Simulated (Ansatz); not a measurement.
# Preparing K2MoO4 (C2/m) as a host crystal, part 4 of 4

Aim: the runs on the perfect crystal K2MoO4 (C2/m) that a defect calculation needs first.

Ansatz 0.2.0; plane-wave PAW DFT, PBEsol; relaxation of the host's cell and atoms (the session's first sound run).

So far. Step 3 (Dielectric tensors of the host): The principal values of the electronic dielectric tensor are 2.71, 2.72 and 2.75. The principal values of the static dielectric tensor are 5.40, 6.48 and 13.84.

### Step 7. Defect free supercell relaxed from displaced atoms

This step: plane-wave PAW DFT, PBEsol; relaxation of the defect-free supercell from random displacements, a test of the host's stability (Ansatz 0.2.0).

The input, pristine.rattled/input.yaml:

```yaml
crystal:
  lattice:
    - [-3.2427604863, 6.0559036979, 6.760402074]
    - [9.0488679841, 0.0, 6.7382876702]
    - [12.2916284704, 6.0559036979, -0.0221144038]
  atoms:
    - { symbol: K, position: [0.1376159315, 0.6272307276, 0.3623840685] }
    - { symbol: K, position: [0.1376159315, 0.6272307276, 0.8623840685] }
    - { symbol: K, position: [0.6376159315, 0.1272307276, 0.3623840685] }
    - { symbol: K, position: [0.6376159315, 0.1272307276, 0.8623840685] }
    - { symbol: K, position: [0.3623840685, 0.8727692724, 0.1376159315] }
    - { symbol: K, position: [0.3623840685, 0.8727692724, 0.6376159315] }
    - { symbol: K, position: [0.8623840685, 0.3727692724, 0.1376159315] }
    - { symbol: K, position: [0.8623840685, 0.3727692724, 0.6376159315] }
    - { symbol: K, position: [0.2037217892, 0.0473159383, 0.2962782108] }
    - { symbol: K, position: [0.2037217892, 0.0473159383, 0.7962782108] }
    - { symbol: K, position: [0.7037217892, 0.5473159383, 0.2962782108] }
    - { symbol: K, position: [0.7037217892, 0.5473159383, 0.7962782108] }
    - { symbol: K, position: [0.2962782108, 0.4526840617, 0.2037217892] }
    - { symbol: K, position: [0.2962782108, 0.4526840617, 0.7037217892] }
    - { symbol: K, position: [0.7962782108, 0.9526840617, 0.2037217892] }
    - { symbol: K, position: [0.7962782108, 0.9526840617, 0.7037217892] }
    - { symbol: Mo, position: [0.4750471373, 0.2994183099, 0.0249528627] }
    - { symbol: Mo, position: [0.4750471373, 0.2994183099, 0.5249528627] }
    - { symbol: Mo, position: [0.9750471373, 0.7994183099, 0.0249528627] }
    - { symbol: Mo, position: [0.9750471373, 0.7994183099, 0.5249528627] }
    - { symbol: Mo, position: [0.0249528627, 0.2005816901, 0.4750471373] }
    - { symbol: Mo, position: [0.0249528627, 0.2005816901, 0.9750471373] }
    - { symbol: Mo, position: [0.5249528627, 0.7005816901, 0.4750471373] }
    - { symbol: Mo, position: [0.5249528627, 0.7005816901, 0.9750471373] }
    - { symbol: O, position: [0.4143617626, 0.5109692439, 0.3469458855] }
    - { symbol: O, position: [0.4143617626, 0.5109692439, 0.8469458855] }
    - { symbol: O, position: [0.9143617626, 0.0109692439, 0.3469458855] }
    - { symbol: O, position: [0.9143617626, 0.0109692439, 0.8469458855] }
    - { symbol: O, position: [0.3469458855, 0.7277231081, 0.4143617626] }
    - { symbol: O, position: [0.3469458855, 0.7277231081, 0.9143617626] }
    - { symbol: O, position: [0.8469458855, 0.2277231081, 0.4143617626] }
    - { symbol: O, position: [0.8469458855, 0.2277231081, 0.9143617626] }
    - { symbol: O, position: [0.0856382374, 0.9890307561, 0.1530541145] }
    - { symbol: O, position: [0.0856382374, 0.9890307561, 0.6530541145] }
    - { symbol: O, position: [0.5856382374, 0.4890307561, 0.1530541145] }
    - { symbol: O, position: [0.5856382374, 0.4890307561, 0.6530541145] }
    - { symbol: O, position: [0.1530541145, 0.7722768919, 0.0856382374] }
    - { symbol: O, position: [0.1530541145, 0.7722768919, 0.5856382374] }
    - { symbol: O, position: [0.6530541145, 0.2722768919, 0.0856382374] }
    - { symbol: O, position: [0.6530541145, 0.2722768919, 0.5856382374] }
    - { symbol: O, position: [0.1365659233, 0.2246725225, 0.3634340767] }
    - { symbol: O, position: [0.1365659233, 0.2246725225, 0.8634340767] }
    - { symbol: O, position: [0.6365659233, 0.7246725225, 0.3634340767] }
    - { symbol: O, position: [0.6365659233, 0.7246725225, 0.8634340767] }
    - { symbol: O, position: [0.3634340767, 0.2753274775, 0.1365659233] }
    - { symbol: O, position: [0.3634340767, 0.2753274775, 0.6365659233] }
    - { symbol: O, position: [0.8634340767, 0.7753274775, 0.1365659233] }
    - { symbol: O, position: [0.8634340767, 0.7753274775, 0.6365659233] }
    - { symbol: O, position: [0.4753479877, 0.1423992758, 0.0246520123] }
    - { symbol: O, position: [0.4753479877, 0.1423992758, 0.5246520123] }
    - { symbol: O, position: [0.9753479877, 0.6423992758, 0.0246520123] }
    - { symbol: O, position: [0.9753479877, 0.6423992758, 0.5246520123] }
    - { symbol: O, position: [0.0246520123, 0.3576007242, 0.4753479877] }
    - { symbol: O, position: [0.0246520123, 0.3576007242, 0.9753479877] }
    - { symbol: O, position: [0.5246520123, 0.8576007242, 0.4753479877] }
    - { symbol: O, position: [0.5246520123, 0.8576007242, 0.9753479877] }
basis:
  ecutwfc: 420
  xc_grid: 2
hamiltonian:
  xc: pbesol
kpoints:
  mp_grid: { grid: [1, 1, 1], shift: [0.25, 0.25, 0.25] }
scf:
  occupations: { method: fermi_dirac, width: 0.01 }
  max_iter: 80
output:
  forces: true
relax:
  f_tol: 0.01
  max_steps: 120
  random_displacement: { amplitude: 0.08, seed: 2064 }
checkpoint:
  write: "../pristine.rattled.run"
  compress: false
  write_wavefunctions: false
  write_every: 100000
```

Launch:

```bash
ansatz run input.yaml --threads 4 --pin off --max-ram 14131MiB --backend cpu --events-out ev --progress --plain --runs-dir out
```

Numbers of over 12 decimals in the logs are rounded to 6 here.

Output:

```text
[...]
Crystal: 56 atoms, lattice volume = 1005.578 Å³
Basis set: ecut = 420 eV, 19613 PW (Γ), exchange–correlation on 144×160×192 points (8 copies of the dense FFT grid, shifted against one another)
Bands: 280, of which v1, the nominal top of the filled ones, is band 224 counted from 1 (223 counted from 0)
Symmetry: 1 space group operations
k-points: 1
[...]
SCF iter   1: F=—  HF=-81418.075562 eV  |F-HF|=—  |Δ(HF+E_count)|=         —  Δρ=1.15e-2  dr2=1.20e0  ethr=1.77e-3  ⟨swp⟩=6.0  Hψ=1125  notcnv=0
[...]
SCF iter  10: F=-81417.824982 eV  HF=-81417.824982 eV  |F-HF|=1.71e-7  |Δ(HF+E_count)|=   9.82e-8  Δρ=3.98e-6  dr2=1.80e-7  ethr=5.58e-10  ⟨swp⟩=3.0  Hψ=715  notcnv=0
SCF 1 converged in 10 iterations: F = -81417.824982 eV  dr2 = 1.80e-7
[...]
relax step   1: F+E_penalty+E_count = -81417.82498194 eV  Δ(F+E_penalty+E_count) = +0.000e0 eV  max|allowed force component| = 7.101e0 eV/Å  Δτ_max = 0.0000 Å  (10 SCF iters, dr2 threshold 2.50e-6 eV, accepted)
[...]
relax step   2: F+E_penalty+E_count = -81420.68139675 eV  Δ(F+E_penalty+E_count) = -2.856e0 eV  max|allowed force component| = 1.973e0 eV/Å  Δτ_max = 0.1948 Å  (8 SCF iters, dr2 threshold 1.00e-4 eV, accepted)
relax step   3: F+E_penalty+E_count = -81421.20458709 eV  Δ(F+E_penalty+E_count) = -5.232e-1 eV  max|allowed force component| = 9.821e-2 eV/Å  Δτ_max = 0.1712 Å  (8 SCF iters, dr2 threshold 1.00e-4 eV, accepted)
relax step   4: F+E_penalty+E_count = -81421.21276648 eV  Δ(F+E_penalty+E_count) = -8.179e-3 eV  max|allowed force component| = 4.533e-2 eV/Å  Δτ_max = 0.0655 Å  (8 SCF iters, dr2 threshold 6.03e-7 eV, accepted)
relax step   5: F+E_penalty+E_count = -81421.21535128 eV  Δ(F+E_penalty+E_count) = -2.585e-3 eV  max|allowed force component| = 2.994e-3 eV/Å  Δτ_max = 0.0246 Å  (9 SCF iters, dr2 threshold 1.28e-7 eV, accepted)
relax step   6: F+E_penalty+E_count = -81421.21535129 eV  Δ(F+E_penalty+E_count) = -1.682e-8 eV  max|allowed force component| = 2.957e-3 eV/Å  Δτ_max = 0.0000 Å  (2 SCF iters, accepted)
relax step   7: F+E_penalty+E_count = -81421.21568582 eV  Δ(F+E_penalty+E_count) = -3.345e-4 eV  max|allowed force component| = 1.395e-2 eV/Å  Δτ_max = 0.0117 Å  (7 SCF iters, accepted)
relax step   8: F+E_penalty+E_count = -81421.21572078 eV  Δ(F+E_penalty+E_count) = -3.496e-5 eV  max|allowed force component| = 5.658e-3 eV/Å  Δτ_max = 0.0040 Å  (7 SCF iters, dr2 threshold 1.90e-7 eV, accepted)
[...]
SCF iter   2: F=-81421.215721 eV  HF=-81421.215721 eV  |F-HF|=1.91e-9  |Δ(HF+E_count)|=   8.40e-5  Δρ=5.37e-7  dr2=3.58e-9  ethr=2.01e-12  ⟨swp⟩=3.0  Hψ=692  notcnv=0
SCF 9 converged in 2 iterations: F = -81421.215721 eV  dr2 = 3.58e-9
relax step   9: F+E_penalty+E_count = -81421.21572079 eV  Δ(F+E_penalty+E_count) = -2.590e-9 eV  max|allowed force component| = 5.669e-3 eV/Å  Δτ_max = 0.0000 Å  (2 SCF iters, accepted)
SCF converged after 2 iterations
Free energy (F): -81421.215721 eV
[...]
Internal energy: -81421.215721 eV  (E = F + TS)
E sigma→0 (E₀):  -81421.215721 eV
Fermi energy:    5.684640 eV
[...]
--- Forces (eV/Å), atoms counted from 1 ---
  atom   1  K     -0.00161446    -0.00070055    -0.00099167
  atom   2  K      0.00019332     0.00164928    -0.00091627
  atom   3  K     -0.00037489    -0.00081500    -0.00019458
  atom   4  K     -0.00057672    -0.00079309    -0.00131360
  atom   5  K     -0.00023167     0.00005535     0.00108606
  atom   6  K      0.00072035    -0.00079473     0.00132222
  atom   7  K      0.00169559    -0.00099550     0.00105982
  atom   8  K      0.00030615     0.00163022     0.00041731
  atom   9  K     -0.00047714     0.00057655     0.00164857
  atom  10  K     -0.00056866    -0.00039985     0.00049574
  atom  11  K     -0.00199966    -0.00155148    -0.00086238
  atom  12  K     -0.00029285     0.00121406    -0.00019940
  atom  13  K      0.00068219    -0.00075364     0.00014460
  atom  14  K      0.00003489     0.00178683    -0.00142409
  atom  15  K      0.00024408     0.00053923     0.00061055
  atom  16  K      0.00201509    -0.00047993    -0.00026444
  atom  17  Mo     0.00413766     0.00566877    -0.00203204
  atom  18  Mo    -0.00030873    -0.00359511    -0.00012016
  atom  19  Mo    -0.00371399    -0.00277782    -0.00048880
  atom  20  Mo    -0.00047619     0.00498390    -0.00188228
  atom  21  Mo     0.00223316    -0.00390426     0.00355052
  atom  22  Mo    -0.00086496     0.00349627    -0.00025006
  atom  23  Mo    -0.00188811     0.00272148    -0.00030514
  atom  24  Mo     0.00151474    -0.00395527     0.00078324
  atom  25  O      0.00059997     0.00284817    -0.00071258
  atom  26  O     -0.00034048    -0.00323858     0.00236285
  atom  27  O     -0.00012061    -0.00072101    -0.00014103
  atom  28  O      0.00027048     0.00231826     0.00034015
  atom  29  O      0.00013466    -0.00030482     0.00052548
  atom  30  O      0.00022974     0.00327148     0.00060393
  atom  31  O     -0.00047827     0.00331495     0.00000815
  atom  32  O     -0.00069244    -0.00255014    -0.00059150
  atom  33  O      0.00026430    -0.00246627     0.00138749
  atom  34  O     -0.00039535     0.00204067    -0.00264819
  atom  35  O     -0.00014000     0.00159188    -0.00126280
  atom  36  O      0.00062691    -0.00239099     0.00070858
  atom  37  O     -0.00004847     0.00032939     0.00066592
  atom  38  O     -0.00060603    -0.00318194    -0.00063345
  atom  39  O      0.00023532    -0.00355203    -0.00133422
  atom  40  O      0.00027837     0.00136327     0.00074986
[...]
atom  45  O     -0.00298274     0.00039939     0.00198558
  atom  46  O      0.00135675    -0.00039633     0.00096899
  atom  47  O      0.00407025     0.00023185    -0.00151944
  atom  48  O     -0.00024354    -0.00071239     0.00011324
  atom  49  O     -0.00095431     0.00049389    -0.00014271
  atom  50  O     -0.00101551     0.00083560     0.00062743
  atom  51  O      0.00025949    -0.00022595     0.00149495
  atom  52  O      0.00147567    -0.00140128     0.00186087
  atom  53  O     -0.00065893    -0.00062379    -0.00159195
  atom  54  O      0.00055679     0.00018668    -0.00019001
  atom  55  O      0.00093378     0.00080565    -0.00084462
  atom  56  O      0.00037776     0.00022416    -0.00111338
  max |Σ_I F_I| component: 4.01e-6 eV/Å
--- Relaxed structure (9 steps of the walk, 9 accepted, 0 SCFs on fresh bases) ---
  F+E_penalty+E_count = -81421.21572079 eV   max|allowed force component| = 5.669e-3 eV/Å
  atoms:
    - { symbol: K, position: [0.136843, 0.627323, 0.362668] }
    - { symbol: K, position: [0.138655, 0.625472, 0.864483] }
    - { symbol: K, position: [0.638732, 0.125387, 0.364581] }
    - { symbol: K, position: [0.636857, 0.127293, 0.862647] }
    - { symbol: K, position: [0.363843, 0.870266, 0.139909] }
    - { symbol: K, position: [0.362011, 0.872145, 0.638037] }
    - { symbol: K, position: [0.862016, 0.372126, 0.137978] }
    - { symbol: K, position: [0.863817, 0.370337, 0.639830] }
    - { symbol: K, position: [0.205081, 0.045138, 0.298449] }
    - { symbol: K, position: [0.204510, 0.045746, 0.797844] }
    - { symbol: K, position: [0.704574, 0.545762, 0.297872] }
    - { symbol: K, position: [0.705084, 0.545197, 0.798408] }
    - { symbol: K, position: [0.295603, 0.452365, 0.204138] }
    - { symbol: K, position: [0.296108, 0.451964, 0.704601] }
    - { symbol: K, position: [0.796129, 0.951880, 0.204653] }
    - { symbol: K, position: [0.795616, 0.952384, 0.704095] }
    - { symbol: Mo, position: [0.474130, 0.299423, 0.025070] }
    - { symbol: Mo, position: [0.476193, 0.297361, 0.527138] }
    - { symbol: Mo, position: [0.976207, 0.797355, 0.027149] }
    - { symbol: Mo, position: [0.974180, 0.799440, 0.525070] }
    - { symbol: Mo, position: [0.026566, 0.198160, 0.477461] }
    - { symbol: Mo, position: [0.024516, 0.200232, 0.975373] }
    - { symbol: Mo, position: [0.524506, 0.700234, 0.475388] }
    - { symbol: Mo, position: [0.526517, 0.698137, 0.977497] }
    - { symbol: O, position: [0.412945, 0.507957, 0.348999] }
    - { symbol: O, position: [0.416277, 0.510973, 0.846725] }
    - { symbol: O, position: [0.916299, 0.010965, 0.346701] }
    - { symbol: O, position: [0.912964, 0.007913, 0.848984] }
    - { symbol: O, position: [0.346554, 0.723973, 0.417331] }
    - { symbol: O, position: [0.348775, 0.728083, 0.913995] }
    - { symbol: O, position: [0.848826, 0.228147, 0.413926] }
    - { symbol: O, position: [0.846561, 0.223964, 0.917345] }
    - { symbol: O, position: [0.087758, 0.989647, 0.153525] }
    - { symbol: O, position: [0.084368, 0.986623, 0.655822] }
    - { symbol: O, position: [0.584359, 0.486588, 0.155852] }
    - { symbol: O, position: [0.587750, 0.489654, 0.653536] }
    - { symbol: O, position: [0.154151, 0.773596, 0.085230] }
    - { symbol: O, position: [0.151904, 0.769602, 0.588512] }
    - { symbol: O, position: [0.651884, 0.269501, 0.088536] }
    - { symbol: O, position: [0.654158, 0.273586, 0.585193] }
    - { symbol: O, position: [0.140765, 0.219447, 0.368548] }
    - { symbol: O, position: [0.134189, 0.226025, 0.861924] }
    - { symbol: O, position: [0.634221, 0.725983, 0.361983] }
    - { symbol: O, position: [0.640658, 0.719484, 0.868525] }
    - { symbol: O, position: [0.359991, 0.278058, 0.134064] }
    - { symbol: O, position: [0.366535, 0.271542, 0.640602] }
    - { symbol: O, position: [0.866499, 0.771632, 0.140536] }
    - { symbol: O, position: [0.860056, 0.778075, 0.634066] }
    - { symbol: O, position: [0.473621, 0.142910, 0.024330] }
    - { symbol: O, position: [0.478500, 0.138015, 0.529245] }
    - { symbol: O, position: [0.978564, 0.637920, 0.029345] }
    - { symbol: O, position: [0.973769, 0.642811, 0.524437] }
    - { symbol: O, position: [0.027091, 0.354686, 0.478195] }
    - { symbol: O, position: [0.022155, 0.359623, 0.973222] }
    - { symbol: O, position: [0.522153, 0.859633, 0.473224] }
    - { symbol: O, position: [0.527038, 0.854676, 0.978211] }
```

Elapsed: 79 s, on 4 threads of Arm Neoverse V2, shared host; peak memory 1.8 GiB; 5 min of CPU time.

The steps of the relaxation:

```tsv
step	energy less that of the first step (eV)	largest force component (eV/Å)
1	0.0000	7.1007
2	-2.8564	1.9726
3	-3.3796	0.0982
4	-3.3878	0.0453
5	-3.3904	0.0030
6	-3.3904	0.0030
7	-3.3907	0.0140
8	-3.3907	0.0057
9	-3.3907	0.0057
```

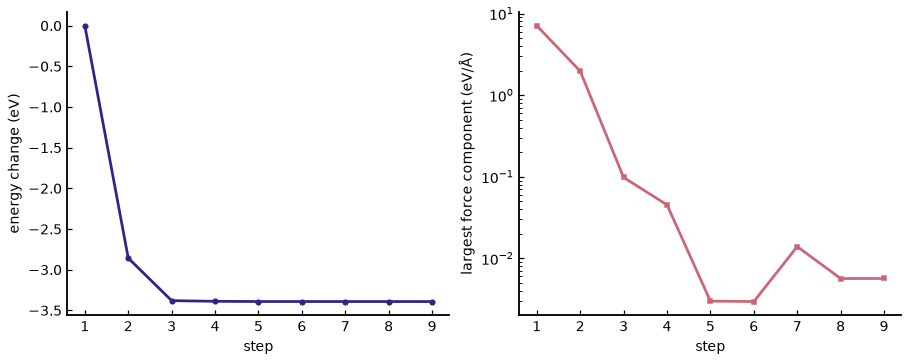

Energy and largest force along the relaxation.

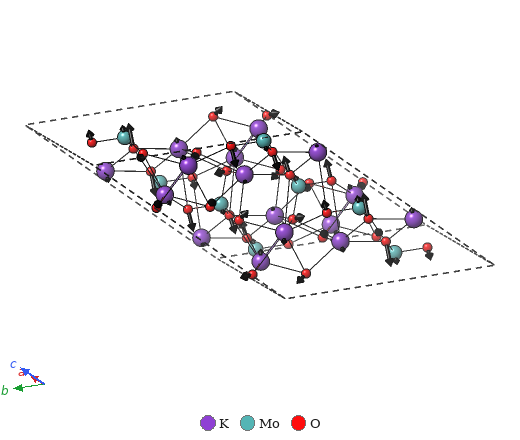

Displacements in the relaxation from the typed sites, exaggerated, the mean shift taken out; the longest in the cell stands for 0.05 Å.

The atoms that moved most (Å, from the sites as typed, ahead of the random displacement, the mean shift of all atoms taken out):

```tsv
atom	dx	dy	dz	length
O41	-0.002	0.047	-0.001	0.047
O44	-0.001	0.046	-0.002	0.046
O45	0.002	-0.046	0.001	0.046
O48	0.002	-0.045	0.002	0.045
O51	0.003	0.038	-0.003	0.038
O54	-0.003	-0.038	0.003	0.038
O55	-0.003	-0.038	0.003	0.038
O50	0.003	0.037	-0.003	0.037
```

The relaxation ends 61 meV an atom lower than the displaced start, with a largest force component of 0.0057 eV/Å.

### Step 8. Summary of results

```yaml
primitive_cell_vectors_lengths: 6.851, 6.851, 7.498 Å
electronic_dielectric_constant: principal values (2.71, 2.72, 2.75)
static_dielectric_constant: principal values (5.40, 6.48, 13.84)
gap_on_the_k_mesh_of_the_response_run_pbesol: 4.35 eV
supercell_relaxed_in_its_symmetry_less_the_displaced_and_relaxed_one: 0.000 eV
energy_an_atom_at_one_point_at_less_that_on_the_dense_mesh: 0.000 eV
```

What this shows: Step 6: First to last step the energy falls by 0.000 eV; the largest move, 0.006 Å, is that of O33 and 7 other atoms alike. Step 7: The energy fell by 3.391 eV from the randomly displaced start; against the sites as typed, O41 ends farthest off, by 0.05 Å, once the mean shift is taken out. The displaced cell ends within 0.01 eV of the symmetric one relaxed in its symmetry, so no lower structure shows in this supercell. The k-mesh can miss the band edges, so this gap is an upper bound at this level. All at zero temperature.

[Logs are printed without paths, hosts, clocks, repeated set-up lines and the standing remarks that a program may print on its own settings, such as how far it seeks lower states.]

[Hosts, paths, dates, database ids (printed as entryN), source tags and the programs' standing remarks are cut or masked in the printed files.]

[Runs of the host that timed out are not shown.]

[For some hosts the program warned that the k-mesh of the response run may be too coarse for force constants and the static dielectric constant; such warnings are not always shown.]
